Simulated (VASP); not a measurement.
# What spin-orbit coupling changes in Ta

Aim: run bands, DOS and a relaxation of Ta twice, without and with spin-orbit coupling. All runs use PBEsol. Left out of this account: 1 further run (fields: a reference on another mesh). The start is a cell from a database of measured crystal structures.

Method: PBEsol; plane waves and PAW (Ta_pv), in the first sound run; inputs show where later runs differ, in VASP 6.6.1.

### 1. The structure

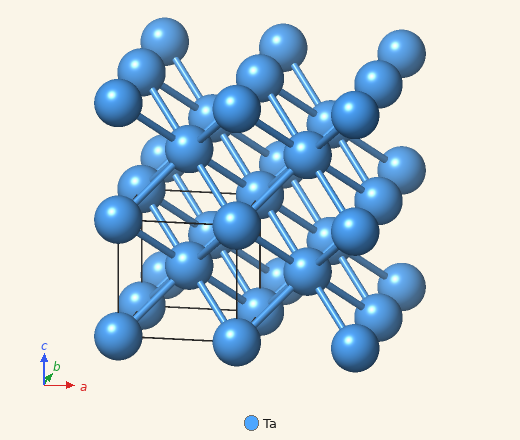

Start, viewed slightly off an axis; tantalum blue. 2×2×2 cells are drawn. This picture shows the conventional cell, with its axes. Some periodic images of atoms are drawn too.

### 2. Bands along the symmetry lines (PBEsol)

Levels along the symmetry lines show where the bands peak and cross; KPOINTS_OPT computes them in the converged potential. PBEsol restores the gradient expansion of exchange and is tuned for the cells of solids.

File INCAR:

```
SYSTEM = Ta
PREC = Accurate
ENCUT = 400
EDIFF = 1E-06
NELM = 100
ISMEAR = -1
SIGMA = 0.05
LREAL = .FALSE.
ALGO = Normal
GGA = PS
NBANDS = 16
LASPH = .TRUE.
LORBIT = 11
LWAVE = .FALSE.
LCHARG = .FALSE.
KPAR = 2
```

File POSCAR:

```
Ta
1.0
   -1.6512800000      1.6512800000      1.6512800000
    1.6512800000     -1.6512800000      1.6512800000
    1.6512800000      1.6512800000     -1.6512800000
Ta
1
Direct
    0.0000000000      0.0000000000      0.0000000000
```

File KPOINTS:

```
Automatic mesh
0
Gamma
14 14 14
0 0 0
```

File KPOINTS_OPT:

```
Line mode
16
Line-mode
Reciprocal
  0.00000000   0.00000000   0.00000000 GAMMA
  0.50000000  -0.50000000   0.50000000 H

  0.50000000  -0.50000000   0.50000000 H
  0.00000000   0.00000000   0.50000000 N

  0.00000000   0.00000000   0.50000000 N
  0.00000000   0.00000000   0.00000000 GAMMA

  0.00000000   0.00000000   0.00000000 GAMMA
  0.25000000   0.25000000   0.25000000 P

  0.25000000   0.25000000   0.25000000 P
  0.50000000  -0.50000000   0.50000000 H

  0.25000000   0.25000000   0.25000000 P
  0.00000000   0.00000000   0.50000000 N
```

The projector-augmented-wave data sets are Ta_pv (PBE family, release 64).

Run with:

```sh
mpirun -np 2 vasp_std
```

What it wrote:

```text
[banner, memory and clock lines left out]
running    2 mpi-ranks, on    1 nodes
 distrk:  each k-point on    1 cores,    2 groups
 distr:  one band on    1 cores,    1 groups

 POSCAR found type information on POSCAR Ta
 POSCAR found :  1 types and       1 ions
|                                                                             |
|               ----> ADVICE to this user running VASP <----                  |
|                                                                             |
|     You enforced a specific xc type in the INCAR file but a different       |
|     [... a line on the potential file left out ...]
|     I HOPE YOU KNOW WHAT YOU ARE DOING!                                     |
|                                                                             |

 LDA part: xc-table for (Slater+PW92), standard interpolation
 POSCAR, INCAR and KPOINTS ok, starting setup
 FFT: planning ... GRIDC
 FFT: planning ... GRID_SOFT
 FFT: planning ... GRID
 WAVECAR not read
 entering main loop
       N       E                     dE             d eps       ncg     rms          rms(c)
DAV:   1     0.557833720143E+02    0.55783E+02   -0.47206E+03  3392   0.540E+02
DAV:   2    -0.121388972347E+02   -0.67922E+02   -0.65691E+02  4104   0.186E+02
DAV:   3    -0.130664313732E+02   -0.92753E+00   -0.92614E+00  3640   0.206E+01
DAV:   4    -0.130678951129E+02   -0.14637E-02   -0.14637E-02  4208   0.862E-01
DAV:   5    -0.130678990051E+02   -0.38922E-05   -0.38931E-05  3688   0.395E-02    0.139E+01
DAV:   6    -0.126773844550E+02    0.39051E+00   -0.19003E-01  3768   0.441E+00    0.663E+00
DAV:   7    -0.125597795466E+02    0.11760E+00   -0.14500E-01  3992   0.368E+00    0.393E-01
DAV:   8    -0.125578423970E+02    0.19371E-02   -0.26130E-03  3424   0.431E-01    0.467E-02
DAV:   9    -0.125578535546E+02   -0.11158E-04   -0.96632E-06  4240   0.265E-02    0.232E-02
DAV:  10    -0.125578493073E+02    0.42473E-05   -0.48359E-07  2664   0.703E-03    0.180E-03
DAV:  11    -0.125578493614E+02   -0.54120E-07   -0.14858E-08  1880   0.122E-03
   1 F= -.12557849E+02 E0= -.12553715E+02  d E =-.826943E-02
 Start KPOINTS_OPT (optional k-point list driver)
k-point batch [1-96\96]
       N       E                     dE             ncg
DAV:   1    -0.800958814538E+04   -0.42757E+05     3128
DAV:   2    -0.146313757839E+05   -0.66218E+04     3720
DAV:   3    -0.147204260538E+05   -0.89050E+02     3376
DAV:   4    -0.147205860898E+05   -0.16004E+00     3792
DAV:   5    -0.147205866238E+05   -0.53400E-03     3384
DAV:   6    -0.147205866264E+05   -0.26082E-05     2944
DAV:   7    -0.147205866265E+05   -0.14983E-06     2296
```

Run time: 11 s. Hardware: 2 MPI ranks of AMD EPYC 7R43, shared host; peak memory 0.24 GiB; 21 s of CPU time.

Lines that name or quote the potential files are left out of all logs, and their timing lines are given in words.

Parts of OUTCAR (step 2):

```text
ion  position               nearest neighbor table
   1  0.000  0.000  0.000-

  LATTYP: Found a body centered cubic cell.
 ALAT       =     3.3025600000

 Subroutine GETGRP returns: Found 48 space group operations
 (whereof 48 operations were pure point group operations)

The static configuration has the point symmetry O_h .

 Found    104 irreducible k-points:

   k-points           NKPTS =    104   k-points in BZ     NKDIM =    104   number of bands    NBANDS=     16

   dimension x,y,z NGX =    20 NGY =   20 NGZ =   20
   dimension x,y,z NGXF=    40 NGYF=   40 NGZF=   40

   ENCUT  =  400.0 eV  29.40 Ry    5.42 a.u.   4.66  4.66  4.66*2*pi/ulx,y,z

   NELECT =      11.0000    total number of electrons

 k-points in reciprocal lattice and weights: Automatic mesh
   0.00000000  0.00000000  0.00000000       0.000
   0.07142857  0.00000000  0.00000000       0.004
   0.14285714  0.00000000  0.00000000       0.004
   0.21428571  0.00000000  0.00000000       0.004
   0.28571429  0.00000000  0.00000000       0.004
   0.35714286  0.00000000  0.00000000       0.004
   0.42857143  0.00000000  0.00000000       0.004
   0.50000000  0.00000000  0.00000000       0.002
   0.07142857  0.07142857  0.00000000       0.009
[...]
0.50000000  0.50000000  0.42857143       0.004
   0.50000000  0.50000000  0.50000000       0.000

 average (electrostatic) potential at core
       1 -36.2484

 E-fermi :   5.3094

 k-point     1 :       0.0000    0.0000    0.0000
  band No.  band energies     occupation
      1     -27.7072      2.00000
      2     -27.7072      2.00000
      3     -27.7072      2.00000
      4      -2.6081      2.00000
      5       6.0394      0.00000
      6       6.0394      0.00000
      7       6.0394      0.00000
      8       9.3103      0.00000
      9       9.3103      0.00000
    ...

 k-point     2 :       0.0714    0.0000    0.0000
  band No.  band energies     occupation
      1     -27.7709      2.00000
      2     -27.7268      2.00000
      3     -27.7076      2.00000
      4      -2.3799      2.00000
      5       5.8920      0.00002
      6       5.9950      0.00000
      7       6.2633      0.00000
      8       9.0774      0.00000
      9       9.3113      0.00000
    ...

 k-point     3 :       0.1429    0.0000    0.0000
  band No.  band energies     occupation
      1     -27.9460      2.00000
      2     -27.7813      2.00000
      3     -27.7086      2.00000
      4      -1.7353      2.00000
      5       5.5066      0.03802
      6       5.7882      0.00014
      7       6.9235      0.00000
      8       8.7006      0.00000
      9       9.3338      0.00000
    ...

  Total       -0.4157385     -0.4157385     -0.4157385     -0.0000000     -0.0000000     -0.0000000
  in kB      -36.9835575    -36.9835575    -36.9835575     -0.0000000     -0.0000000     -0.0000000
  external PRESSURE =     -36.9835575 kB  Pullay stress =       0.0000000 kB

  energy-cutoff  :      400.00
  volume of cell :       18.01
      direct lattice vectors                 reciprocal lattice vectors
    -1.651280000  1.651280000  1.651280000     0.000000000  0.302795407  0.302795407
     1.651280000 -1.651280000  1.651280000     0.302795407  0.000000000  0.302795407
     1.651280000  1.651280000 -1.651280000     0.302795407  0.302795407  0.000000000

 POSITION                                       TOTAL-FORCE (eV/Angst)
 -----------------------------------------------------------------------------------
      0.00000      0.00000      0.00000        -0.000000      0.000000     -0.000000
 -----------------------------------------------------------------------------------
    total drift:                               -0.000000     -0.000000      0.000000

  FREE ENERGIE OF THE ION-ELECTRON SYSTEM (eV)
  ---------------------------------------------------
  free  energy   TOTEN  =       -12.5578493614 eV

  energy  without entropy=      -12.5495799353  energy(sigma->0) =      -12.55371465

 total charge
# of ion       s       p       d       tot
------------------------------------------
    1        0.370   6.170   2.395   8.935

[... 3 further parts left out ...]
```

This run has no spin polarisation. Its electron count is odd, so without a moment it is a metal by construction. Spin-orbit coupling is off here; with elements this heavy it splits and shifts levels by tenths of an eV or more. The PAW data sets were made with PBE, which is usual practice but a small mismatch for other functionals. At this level the cell is under a tension of 3.7 GPa, so at these settings it is away from equilibrium.

Numbers from this step:

```
SCF cycles              : 11
electrons               : 11
bands                   : 16
irreducible k-points    : 104
symmetry operations     : 48
free energy (TOTEN)     : -12.56 eV
energy at zero smearing : -12.55 eV
Fermi energy            : 5.309 eV
pressure                : -3.698 GPa
metallic                : yes
```

Electronic bands along the path, in eV, zero at the Fermi level; # counts the bands kept:

| point | #1 | #2 | #3 | #4 | #5 | #6 |
| --- | --- | --- | --- | --- | --- | --- |
| Γ | -7.92 | 0.73 | 0.73 | 0.73 | 4.00 | 4.00 |
| H | -3.80 | -3.80 | 6.85 | 6.85 | 6.85 | 8.67 |
| N | -4.38 | -1.54 | 1.62 | 3.88 | 4.91 | 7.82 |
| Γ | -7.92 | 0.73 | 0.73 | 0.73 | 4.00 | 4.00 |
| P | -1.22 | -1.22 | -1.22 | 5.08 | 5.08 | 7.07 |
| H | -3.80 | -3.80 | 6.85 | 6.85 | 6.85 | 8.67 |
| jump to P | -1.22 | -1.22 | -1.22 | 5.08 | 5.08 | 7.07 |
| N | -4.38 | -1.54 | 1.62 | 3.88 | 4.91 | 7.82 |

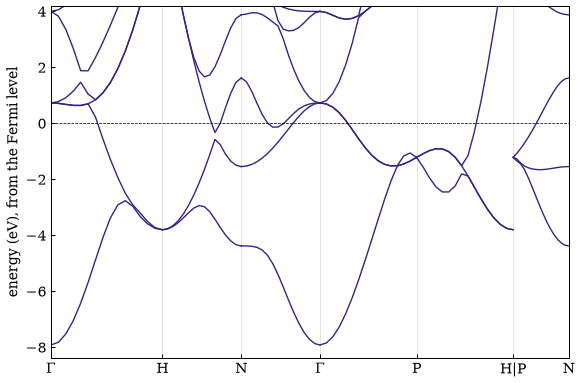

Electronic bands along the path.

There is no gap at this level.

### 3. Bands along the symmetry lines (PBEsol + SOC)

This step: PBEsol, spin-orbit coupling; plane waves and PAW (Ta_pv) (VASP 6.6.1).

The mesh alone shows little of the dispersion and can miss band extrema, so KPOINTS_OPT adds a path through the symmetry points after the self-consistent cycle. Spin-orbit coupling needs spinors and the noncollinear program, where each band holds one electron.

INCAR, as its differences from that of step 2:

```diff
@@ -10,4 +10,9 @@
 GGA = PS
-NBANDS = 16
+LNONCOLLINEAR = .TRUE.
+MAGMOM = 0 0 0
+NBANDS = 22
+GGA_COMPAT = .FALSE.
 LASPH = .TRUE.
+LSORBIT = .TRUE.
+LMAXMIX = 4
 LORBIT = 11
```

POSCAR is that of step 2.

KPOINTS is that of step 2.

KPOINTS_OPT is that of step 2.

Run with:

```sh
mpirun -np 2 vasp_ncl
```

What it wrote:

```text
[banner, memory and clock lines left out]
running    2 mpi-ranks, on    1 nodes
 distrk:  each k-point on    1 cores,    2 groups
 distr:  one band on    1 cores,    1 groups

 POSCAR found type information on POSCAR Ta
 POSCAR found :  1 types and       1 ions
 [... a notice as in an earlier step ...]

 LDA part: xc-table for (Slater+PW92), standard interpolation
 POSCAR, INCAR and KPOINTS ok, starting setup
 FFT: planning ... GRIDC
 FFT: planning ... GRID_SOFT
 FFT: planning ... GRID
 WAVECAR not read
 entering main loop
       N       E                     dE             d eps       ncg     rms          rms(c)
DAV:   1     0.811641056111E+02    0.81164E+02   -0.51234E+03  4576   0.850E+02
DAV:   2    -0.114440970916E+02   -0.92608E+02   -0.89808E+02  5390   0.287E+02
DAV:   3    -0.137823922851E+02   -0.23383E+01   -0.23174E+01  5540   0.448E+01
DAV:   4    -0.137936206487E+02   -0.11228E-01   -0.11226E-01  5222   0.335E+00
DAV:   5    -0.137937037130E+02   -0.83064E-04   -0.83053E-04  5506   0.260E-01    0.138E+01
DAV:   6    -0.133937670802E+02    0.39994E+00   -0.33061E-01  5282   0.654E+00    0.667E+00
DAV:   7    -0.132740630015E+02    0.11970E+00   -0.27570E-01  5320   0.549E+00    0.117E+00
DAV:   8    -0.132737895838E+02    0.27342E-03   -0.87644E-03  5388   0.553E-01    0.282E-01
DAV:   9    -0.132727516503E+02    0.10379E-02   -0.13304E-03  5396   0.456E-01    0.413E-02
DAV:  10    -0.132727350142E+02    0.16636E-04   -0.43255E-05  5208   0.782E-02    0.217E-02
DAV:  11    -0.132727327561E+02    0.22581E-05   -0.49859E-06  5434   0.262E-02    0.640E-03
DAV:  12    -0.132727327556E+02    0.45043E-09   -0.53152E-08  2996   0.264E-03
   1 F= -.13272733E+02 E0= -.13268172E+02  d E =-.912243E-02  mag=    -0.0000    -0.0000     0.0000
 Start KPOINTS_OPT (optional k-point list driver)
k-point batch [1-96\96]
       N       E                     dE             ncg
DAV:   1    -0.567155998200E+04   -0.37783E+05     4232
DAV:   2    -0.144938814144E+05   -0.88223E+04     5016
DAV:   3    -0.147045395965E+05   -0.21066E+03     5026
DAV:   4    -0.147055961651E+05   -0.10566E+01     5006
DAV:   5    -0.147056047486E+05   -0.85835E-02     4946
DAV:   6    -0.147056048701E+05   -0.12154E-03     5044
DAV:   7    -0.147056048723E+05   -0.22139E-05     4076
DAV:   8    -0.147056048724E+05   -0.10627E-06     3008
```

It took 36 s on 2 MPI ranks; peak memory 0.35 GiB.

OUTCAR, selected parts (step 3):

```text
The static configuration has the point symmetry O_h .

 Found    104 irreducible k-points:

   k-points           NKPTS =    104   k-points in BZ     NKDIM =    104   number of bands    NBANDS=     22

   NELECT =      11.0000    total number of electrons

 E-fermi :   5.2889

 k-point     1 :       0.0000    0.0000    0.0000
  band No.  band energies     occupation
    ...
      4     -25.1405      1.00000
      5     -25.1405      1.00000
      6     -25.1405      1.00000
      7      -2.6076      1.00000
      8      -2.6076      1.00000
      9       5.8698      0.00001
     10       5.8698      0.00001
     11       5.8698      0.00001
     12       5.8698      0.00001
     13       6.2868      0.00000
    ...

 k-point     2 :       0.0714    0.0000    0.0000
  band No.  band energies     occupation
    ...
      4     -25.1998      1.00000
      5     -25.1519      1.00000
      6     -25.1519      1.00000
      7      -2.3767      1.00000
      8      -2.3767      1.00000
      9       5.7763      0.00006
     10       5.7763      0.00006
     11       5.9147      0.00000
     12       5.9147      0.00000
     13       6.3675      0.00000
    ...

  Total       -0.4264169     -0.4264169     -0.4264169      0.0000000     -0.0000000      0.0000000
  in kB      -37.9334938    -37.9334938    -37.9334938      0.0000000     -0.0000000      0.0000000
  external PRESSURE =     -37.9334938 kB  Pullay stress =       0.0000000 kB

 POSITION                                       TOTAL-FORCE (eV/Angst)
 -----------------------------------------------------------------------------------
      0.00000      0.00000      0.00000        -0.000000     -0.000000     -0.000000
 -----------------------------------------------------------------------------------
    total drift:                               -0.000000     -0.000000      0.000000

  FREE ENERGIE OF THE ION-ELECTRON SYSTEM (eV)
  ---------------------------------------------------
  free  energy   TOTEN  =       -13.2727327556 eV

  energy  without entropy=      -13.2636103269  energy(sigma->0) =      -13.26817154

 Spin-Orbit-Coupling matrix elements
 Ion:    1  E_soc:     -1.4154295

 total charge
# of ion       s       p       d       tot
------------------------------------------
    1        0.369   6.168   2.407   8.945

 magnetization (x)
# of ion       s       p       d       tot
------------------------------------------
    1       -0.000   0.000   0.000   0.000

 magnetization (y)
# of ion       s       p       d       tot
------------------------------------------
    1        0.000   0.000   0.000   0.000

 magnetization (z)
# of ion       s       p       d       tot
------------------------------------------
    1        0.000   0.000   0.000   0.000

[... 7 parts as in an earlier step ...]

[... 5 further parts left out ...]
```

At this level the cell is under a tension of 3.8 GPa, so at these settings it is away from equilibrium.

Numbers from this step:

| Property | Result |
| --- | --- |
| SCF cycles | 12 |
| bands | 22 |
| free energy (TOTEN) | -13.27 eV |
| energy at zero smearing | -13.27 eV |
| Fermi energy | 5.289 eV |
| pressure | -3.793 GPa |

On-site spin-orbit energy by atom:

| atom | on-site spin-orbit energy (eV) |
| --- | --- |
| Ta1 | -1.42 |

The electronic bands at the labelled points (eV, zero at the Fermi level; # counts the bands kept):

| point | #1 | #2 | #3 | #4 | #5 | #6 | #7 | #8 |
| --- | --- | --- | --- | --- | --- | --- | --- | --- |
| Γ | -7.90 | -7.90 | 0.58 | 0.58 | 0.58 | 0.58 | 1.00 | 1.00 |
| H | -3.79 | -3.79 | -3.79 | -3.79 | 6.65 | 6.65 | 6.65 | 6.65 |
| N | -4.36 | -4.36 | -1.54 | -1.54 | 1.68 | 1.68 | 3.87 | 3.87 |
| Γ | -7.90 | -7.90 | 0.58 | 0.58 | 0.58 | 0.58 | 1.00 | 1.00 |
| P | -1.59 | -1.59 | -1.00 | -1.00 | -1.00 | -1.00 | 5.08 | 5.08 |
| H | -3.79 | -3.79 | -3.79 | -3.79 | 6.65 | 6.65 | 6.65 | 6.65 |
| jump to P | -1.59 | -1.59 | -1.00 | -1.00 | -1.00 | -1.00 | 5.08 | 5.08 |
| N | -4.36 | -4.36 | -1.54 | -1.54 | 1.68 | 1.68 | 3.87 | 3.87 |

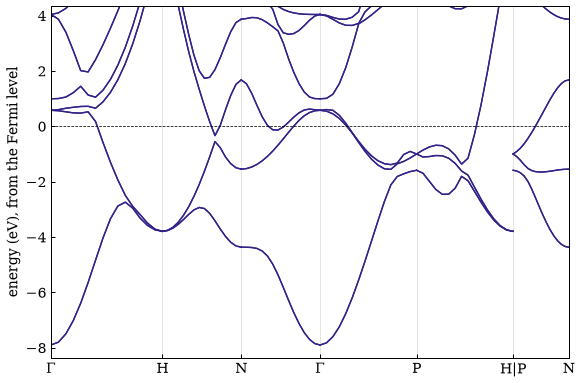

Electronic bands along the path.

There is no gap at this level. Without the coupling there was no gap either. The run took 3.2 times the core time, with 22 spinor bands against 16.

(Part 1 of 3 ends here.)

[Lines on the potential files, build, host, timing and source positions are cut from VASP's logs without a mark.]

[Logs are printed without paths, hosts, clocks, repeated set-up lines and the standing remarks that a program may print on its own settings, such as how far it seeks lower states.]

[Hosts, paths, dates, database ids (printed as entryN), source tags and the programs' standing remarks are cut or masked in the printed files.]

[A measured line is paired with the nearest computed mode of its activity, which favours agreement.]

[Band numbers marked # count the bands kept; VASP's own numbers are higher by 3 or 6.]
